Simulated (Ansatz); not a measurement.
# KVF3 (cubic perovskite) (Pm-3m): how robust is the cRPA U?

What does U in KVF3 (cubic perovskite) (Pm-3m) depend on besides the window?

Program: Ansatz 0.2.0. Level of theory: constrained RPA on LDA, plane waves, PAW. Results are calculated unless marked as measured.

The structure was built from a prototype and need not be the compound's stable phase.

## 1. The structure

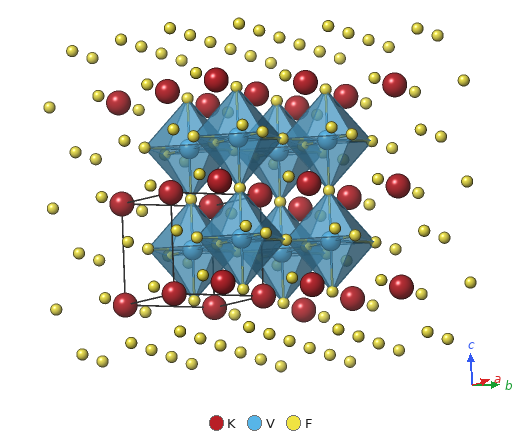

The starting structure, seen from a free direction (potassium red, vanadium blue, fluorine yellow). 2×2×2 cells are drawn. Some periodic images of atoms are drawn too.

The structure was relaxed with LDA. The structure type comes from a generator and need not be one that this composition takes. The structure was generated from a model, not taken from a measurement. The runs that relaxed it are not among those shown. The program's search for lower electronic states was switched off, so nothing shows that the state found is the lowest. The default PAW set here is soft_2. Its files were made with PBE.

## 2. Base: V t2g, bands v2 to c1, 4×4×4 mesh, medium accuracy

Constrained RPA screens the interaction with every transition except those inside the target bands, which a later many-body model would treat itself.

Contents of input.yaml:

```yaml
crystal:
  lattice:
    - [0.0, -3.95648778, 0.0]
    - [0.0, 0.0, 3.95648778]
    - [-3.95648778, 0.0, 0.0]
  atoms:
    - { symbol: K, position: [0.0, 0.0, 0.0] }
    - { symbol: V, position: [0.5, 0.5, 0.5] }
    - { symbol: F, position: [0.5, 0.5, 0.0] }
    - { symbol: F, position: [0.5, 0.0, 0.5] }
    - { symbol: F, position: [0.0, 0.5, 0.5] }
kpoints:
  mp_grid: { grid: [6, 6, 6] }
hamiltonian:
  xc: lda
scf:
  occupations: { method: gaussian, width: 0.08 }
  n_extra_bands: 19
  max_iter: 150
  lower_state_search: "off"
output:
  crpa:
    kmesh: [4, 4, 4]
    target_bands: [v2, c1]
    projections: [{ species: V, l: d, shell: 3, orbitals: [dxz, dyz, dxy] }]
  local_orbitals:
    kmesh: [8, 8, 8]
    orbitals: [{ species: V, l: d, shell: 3, orbitals: [dxz, dyz, dxy] }]
    window: { bands: [v2, c1] }
    seedname: lo
```

Run with:

```bash
> ansatz run input.yaml --threads 4 --pin off --max-ram 9216MiB --backend cpu --events-out ev --progress --plain --runs-dir out
```

Numbers of over 12 decimals in the logs are rounded to 6 here.

What it wrote:

```text
scf.n_extra_bands = 19 over 22 filled bands (N_el = 43.0): the run solves 41 bands
Engine: ansatz 0.2.0, aarch64-unknown-linux-gnu
Pseudopotentials: kind: paw
Pseudopotential: K, paw, valence charge 9, recommended cutoff 420 eV (normal), K.paw.azcp
Pseudopotential: V, paw, valence charge 13, recommended cutoff 420 eV (normal), V.paw.azcp
Pseudopotential: F, paw, valence charge 7, recommended cutoff 420 eV (normal), F.paw.azcp
Functional definition: SPW92
  exchange = slater_x
  correlation = pw_c
Crystal: 5 atoms, lattice volume = 61.934 Å³
Basis set: ecut = 420 eV, 1213 PW (Γ)
Bands: 41, of which v1, the nominal top of the filled ones, is band 22 counted from 1 (21 counted from 0)
Symmetry: 48 space group operations
Space group: Pm-3m (ITA 221), of the structure as read, at distance tolerance 4.0e-5 Å
k-points: 20 of 216
Non-local potential: K, projectors of the file, l = 0: 3, l = 1: 2, l = 2: 2
Non-local potential: V, projectors of the file, l = 0: 3, l = 1: 2, l = 2: 3, l = 3: 1
Non-local potential: F, projectors of the file, l = 0: 2, l = 1: 2, l = 2: 1
PAW form: soft (Blöchl's): semilocal exchange-correlation on the pseudo side does not see the compensation charge
PAW frozen core: K, regenerated for the run's functional, and the local potential with it (the file was generated under x = pbe(κ = 0.804, μ = 0.219515), c = pbe(β = 0.066725))
PAW frozen core: V, regenerated for the run's functional, and the local potential with it (the file was generated under x = pbe(κ = 0.804, μ = 0.219515), c = pbe(β = 0.066725))
PAW frozen core: F, regenerated for the run's functional, and the local potential with it (the file was generated under x = pbe(κ = 0.804, μ = 0.219515), c = pbe(β = 0.066725))
PAW one-centre angular grid: K, 110 points (default); XC on 64 Gauss nodes
PAW one-centre angular grid: V, 590 points (default); XC on 64 Gauss nodes
PAW one-centre angular grid: F, 110 points (default); XC on 64 Gauss nodes
Initial density: superposition of atomic densities (neutral atoms: chi_scale 0, normalization atom), corrected by the library's trained network
Initial wavefunctions: pseudopotential atomic-orbital guess
Functional: x = slater, c = lda
SCF iter   1: F=—  HF=-6741.683843 eV  |F-HF|=—  |Δ(HF+E_count)|=         —  Δρ=2.05e-2  dr2=1.74e-1  ethr=1.77e-3  ⟨swp⟩=5.3  Hψ=3487  notcnv=0  defer=135
preconditioner: auto → LDOS  [metal: Δε(μ)=0.065 eV  Ē_g=20.492 eV  σ=0.080 eV  W_gap=0.39  n_scr=18 (ndim 8)  ℏωp=27.1 eV  f_vac=0.044  D(μ)=10.32/eV (n_scr^D=170)  β→1.0]
SCF iter   2: F=—  HF=-6741.636078 eV  |F-HF|=—  |Δ(HF+E_count)|=   4.78e-2  Δρ=9.94e-3  dr2=2.48e-2  ethr=4.05e-4  ⟨swp⟩=2.1  Hψ=1471  notcnv=0  defer=213
[...]
SCF iter   8: F=-6741.627698 eV  HF=-6741.627697 eV  |F-HF|=5.74e-8  |Δ(HF+E_count)|=   8.61e-7  Δρ=1.22e-5  dr2=4.11e-8  ethr=2.33e-10  ⟨swp⟩=8.7  Hψ=4018  notcnv=0
SCF 1 converged in 8 iterations: F = -6741.627698 eV  dr2 = 4.11e-8
[...]
NSCF: frozen V_eff on 38 k-points
NSCF: frozen V_eff on 10 k-points
[...]
cRPA screening: q 1/64
cRPA screening: q 2/64
cRPA screening: q 8/64 (q-point 3)
cRPA screening: q 11/64 (q-point 6)
cRPA screening: q 23/64 (q-point 7)
cRPA screening: q 35/64 (q-point 11)
cRPA screening: q 38/64 (q-point 22)
cRPA screening: q 46/64 (q-point 23)
cRPA screening: q 58/64 (q-point 27)
cRPA screening: q 64/64 (q-point 43)
SCF converged after 8 iterations
Free energy (F): -6741.627698 eV
Harris-Foulkes:  -6741.627697 eV  (|F-HF|=5.74e-8)
Internal energy: -6741.593969 eV  (E = F + TS)
E sigma→0 (E₀):  -6741.610833 eV
Entropy (-TS):   -0.033729 eV (-6.746 meV/atom)
Fermi energy:    11.108227 eV
--- Per-component energies (eV) ---
  E_band       = -362.605018
  E_kinetic    = 1209.394719
  E_local      = -3475.167044  (includes V_loc(G=0)·N_el)
  E_nonlocal   = 207.665895
  E_hartree    = 1380.474819
  E_xc         = -495.905907
  E_vxc        = -630.832071  (∫ρ·V_xc dr)
  E_paw        = -2370.077481  (= ΣΔE_a)
  E_vpaw       = -434.620411  (= ΣTr[D̂ρ^β])
  E_aug_tail   = 0.006370  (compensation charges beyond the density's cutoff)
  E_ewald      = -3198.928745
  E_core_change = 0.943405  (= ΣΔE_core)
  E_smearing   = -0.033729  (= −TS)
  E_closure    = -0.000000  (closes the sum)
  Σ components = -6741.627698   (vs F -6741.627698, Δ=0.00e0)
--- Band table (eV; the first three rows and the last of 20) ---
  k-point 0: bands = [... 18 lower, 3.3685, 3.3685, 10.2191, 10.2191, 10.2191, 11.5429, 11.7851, 11.7851, ... 15 higher]
  k-point 1: bands = [... 18 lower, 3.3047, 3.3047, 10.2498, 10.4545, 10.4545, 11.8021, 11.9306, 12.2494, ... 15 higher]
  k-point 2: bands = [... 18 lower, 3.2065, 3.2065, 10.3128, 10.9300, 10.9300, 11.8291, 12.5433, 13.3583, ... 15 higher]
  k-point 19: bands = [... 18 lower, 3.7144, 3.7144, 11.8136, 11.8136, 11.8136, 14.2758, 14.2758, 14.6222, ... 15 higher]
--- cRPA (band scheme, projected local orbitals): target bands 21..23 (1-based), 3 Wannier function(s), 4×4×4 mesh, 46 bands' worth read of 51 solved, ecut_chi 136.0 eV, v(q+G=0) probe_charge, pair densities all_electron ---
  bands read: the sum over 46 bands ends inside a degenerate multiplet in 25 slots, whose members it reads at an even weight; the widest, k=0: bands 45 to 47 (counted from 1) at 2/3 each
  χ-basis size per q: N_G = 208..251
  window electrons = 3.0000, filled by tetrahedron_uncorrected; constrained ε̄⁻¹(q = 0, 0) head = 0.379991; min gauge Gram eig = 0.8746
  Kanamori averages over each shell's own Wannier functions (sites counted from 0, functions from 1):
    Site 1, 3D, 3 of 5 d orbitals (Wannier functions 1, 2, 3; wannier90's mr 2, 3, 5):
      screened: U = 6.5355 eV, U' = 5.5499 eV, J = 0.4718 eV
      screened, to within: U = 8.3e-3 eV, U' = 8.3e-3 eV, J = 1.4e-3 eV
      bare: V = 17.3939 eV, V' = 16.1247 eV, J = 0.6330 eV
  Hermiticity witness max|P − P†| over intra, direct and exchange elements: 1.78e-15 eV (screened), 1.39e-19 eV (bare)
  Reality witness max|Im| over intra, direct and exchange elements: 1.28e-19 eV (screened), 9.69e-20 eV (bare)
```

It took 52 s on 4 threads of Arm Neoverse N1, shared host; peak memory 0.53 GiB.

This step gave:

```yaml
u: 6.535 eV
u_prime_inter_orbital: 5.550 eV
j: 0.4718 eV
bare_v: 17.39 eV
bare_j: 0.6330 eV
stated_bound_on_u: 0.008244 eV
u_over_bare_v: 0.3757
electrons_in_the_window: 3.000
head_of_the_constrained_inverse_dielectric_matrix: 0.3800
least_eigenvalue_of_the_projection_s_overlap: 0.8746
target_functions: 3
bands_in_the_sums: 46
r_m_s_miss_of_the_model_bands: 4.98e-5 eV
width_of_the_target_bands: 1.594 eV
weight_of_the_projected_orbitals_in_the_window: 0.9203
```

On the V t2g shell, screening brings the on-site interaction from 17.4 eV down to U = 6.54 eV.

## 3. Changed: 6×6×6 mesh

input.yaml, the sections that differ from step 2:

```yaml
output:
  crpa:
    kmesh: [6, 6, 6]
    target_bands: [v2, c1]
    projections: [{ species: V, l: d, shell: 3, orbitals: [dxz, dyz, dxy] }]
# crystal, kpoints, hamiltonian, scf: as in step 2
```

What it wrote:

```text
[...]
Crystal: 5 atoms, lattice volume = 61.934 Å³
Basis set: ecut = 420 eV, 1213 PW (Γ)
Bands: 41, of which v1, the nominal top of the filled ones, is band 22 counted from 1 (21 counted from 0)
Symmetry: 48 space group operations
[...]
k-points: 20 of 216
[...]
SCF iter   1: F=—  HF=-6741.683843 eV  |F-HF|=—  |Δ(HF+E_count)|=         —  Δρ=2.05e-2  dr2=1.74e-1  ethr=1.77e-3  ⟨swp⟩=5.3  Hψ=3487  notcnv=0  defer=135
[...]
SCF iter   8: F=-6741.627698 eV  HF=-6741.627697 eV  |F-HF|=5.74e-8  |Δ(HF+E_count)|=   8.61e-7  Δρ=1.22e-5  dr2=4.11e-8  ethr=2.33e-10  ⟨swp⟩=8.7  Hψ=4018  notcnv=0
SCF 1 converged in 8 iterations: F = -6741.627698 eV  dr2 = 4.11e-8
[...]
NSCF: frozen V_eff on 20 k-points
[...]
cRPA screening: q 1/216
cRPA screening: q 2/216
cRPA screening: q 8/216 (q-point 3)
cRPA screening: q 14/216 (q-point 4)
cRPA screening: q 17/216 (q-point 8)
[...]
SCF converged after 8 iterations
Free energy (F): -6741.627698 eV
[...]
Internal energy: -6741.593969 eV  (E = F + TS)
E sigma→0 (E₀):  -6741.610833 eV
Entropy (-TS):   -0.033729 eV (-6.746 meV/atom)
Fermi energy:    11.108227 eV
[...]
--- Band table (eV; the first three rows and the last of 20) ---
  k-point 0: bands = [... 18 lower, 3.3685, 3.3685, 10.2191, 10.2191, 10.2191, 11.5429, 11.7851, 11.7851, ... 15 higher]
  k-point 1: bands = [... 18 lower, 3.3047, 3.3047, 10.2498, 10.4545, 10.4545, 11.8021, 11.9306, 12.2494, ... 15 higher]
  k-point 2: bands = [... 18 lower, 3.2065, 3.2065, 10.3128, 10.9300, 10.9300, 11.8291, 12.5433, 13.3583, ... 15 higher]
  k-point 19: bands = [... 18 lower, 3.7144, 3.7144, 11.8136, 11.8136, 11.8136, 14.2758, 14.2758, 14.6222, ... 15 higher]
[...]
χ-basis size per q: N_G = 208..251
[...]
Site 1, 3D, 3 of 5 d orbitals (Wannier functions 1, 2, 3; wannier90's mr 2, 3, 5):
      screened: U = 6.5480 eV, U' = 5.5628 eV, J = 0.4719 eV
      screened, to within: U = 1.2e-2 eV, U' = 1.2e-2 eV, J = 2.1e-3 eV
      bare: V = 17.3774 eV, V' = 16.1086 eV, J = 0.6329 eV
[...]
```

The job ended after 4 min (4 threads; peak memory 0.73 GiB; 15 min of CPU time).

Numbers from this step:

```yaml
u: 6.548 eV
u_prime_inter_orbital: 5.563 eV
j: 0.4719 eV
bare_v: 17.38 eV
bare_j: 0.6329 eV
stated_bound_on_u: 0.01104 eV
u_over_bare_v: 0.3768
electrons_in_the_window: 3.000
head_of_the_constrained_inverse_dielectric_matrix: 0.3858
least_eigenvalue_of_the_projection_s_overlap: 0.8746
target_functions: 3
bands_in_the_sums: 46
width_of_the_target_bands: 1.594 eV
weight_of_the_projected_orbitals_in_the_window: 0.9203
```

On the V t2g shell, screening brings the on-site interaction from 17.4 eV down to U = 6.55 eV.

## 4. Changed: 2×2×2 mesh

input.yaml: that of step 3 with these lines changed.

```diff
@@ -22,3 +22,3 @@
   crpa:
-    kmesh: [6, 6, 6]
+    kmesh: [2, 2, 2]
     target_bands: [v2, c1]
```

What it wrote:

```text
[...]
Crystal: 5 atoms, lattice volume = 61.934 Å³
Basis set: ecut = 420 eV, 1213 PW (Γ)
Bands: 41, of which v1, the nominal top of the filled ones, is band 22 counted from 1 (21 counted from 0)
Symmetry: 48 space group operations
[...]
k-points: 20 of 216
[...]
k-point 19: bands = [... 18 lower, 3.7144, 3.7144, 11.8136, 11.8136, 11.8136, 14.2758, 14.2758, 14.6222, ... 15 higher]
[...]
χ-basis size per q: N_G = 208..251
[...]
Site 1, 3D, 3 of 5 d orbitals (Wannier functions 1, 2, 3; wannier90's mr 2, 3, 5):
      screened: U = 6.8643 eV, U' = 5.8632 eV, J = 0.4742 eV
      screened, to within: U = 6.1e-3 eV, U' = 6.1e-3 eV, J = 6.5e-4 eV
      bare: V = 17.6541 eV, V' = 16.3697 eV, J = 0.6391 eV
[...]
[key lines of the parts left out:]
SCF converged after 8 iterations
Free energy (F): -6741.627698 eV
Fermi energy:    11.108227 eV
```

Run time: 11 s. Hardware: 4 threads; peak memory 0.45 GiB; 38 s of CPU time.

Numbers from this step:

```
U                                                 : 6.864 eV
U prime (inter-orbital)                           : 5.863 eV
J                                                 : 0.4742 eV
bare V                                            : 17.65 eV
bare J                                            : 0.6391 eV
stated bound on U                                 : 0.006016 eV
U over bare V                                     : 0.3888
electrons in the window                           : 3.000
head of the constrained inverse dielectric matrix : 0.3735
least eigenvalue of the projection's overlap      : 0.8746
target functions                                  : 3
bands in the sums                                 : 46
width of the target bands                         : 1.594 eV
weight of the projected orbitals in the window    : 0.9203
```

On the V t2g shell, screening brings the on-site interaction from 17.7 eV down to U = 6.86 eV.

## 5. Changed: sums over states on smooth products

input.yaml: that of step 4 with these lines changed.

```diff
@@ -22,4 +22,8 @@
   crpa:
-    kmesh: [2, 2, 2]
+    kmesh: [4, 4, 4]
     target_bands: [v2, c1]
     projections: [{ species: V, l: d, shell: 3, orbitals: [dxz, dyz, dxy] }]
+    accuracy: sum_over_states
+    pair_densities: pseudo
+    n_empty_bands: 44
+    ecut_chi: 136
```

What it wrote:

```text
[...]
Crystal: 5 atoms, lattice volume = 61.934 Å³
Basis set: ecut = 420 eV, 1213 PW (Γ)
Bands: 41, of which v1, the nominal top of the filled ones, is band 22 counted from 1 (21 counted from 0)
Symmetry: 48 space group operations
[...]
k-points: 20 of 216
[...]
χ-basis size per q: N_G = 208..251
[...]
U and J over all bands: no bound (output.crpa.accuracy: sum_over_states); those below are of the sums over the bands read on the sphere of ecut_chi alone
[...]
Site 1, 3D, 3 of 5 d orbitals (Wannier functions 1, 2, 3; wannier90's mr 2, 3, 5):
      screened: U = 6.7934 eV, U' = 5.6192 eV, J = 0.5368 eV
      bare: V = 17.3939 eV, V' = 16.1247 eV, J = 0.6330 eV
[...]
[key lines of the parts left out:]
SCF converged after 8 iterations
Free energy (F): -6741.627698 eV
Fermi energy:    11.108227 eV
```

It took 8.3 s on 4 threads; peak memory 0.41 GiB; 30 s of CPU time.

This variant gives U = 6.79 eV against 6.54 eV. It is a finite sum over empty states with no bound on its error and stays out of the table below.

(Part 1 of 2 ends here.)

[Paths, hosts, dates, memory and timing lines, banners, echoed tables and standing remarks are left out of the program output.]

[Logs are printed without paths, hosts, clocks, repeated set-up lines and the standing remarks that a program may print on its own settings, such as how far it seeks lower states.]

[Runs of the session that timed out or met a known fault of the program may be left out.]

[Hosts, paths, dates, database ids (printed as entryN), source tags and the programs' standing remarks are cut or masked in the printed files.]
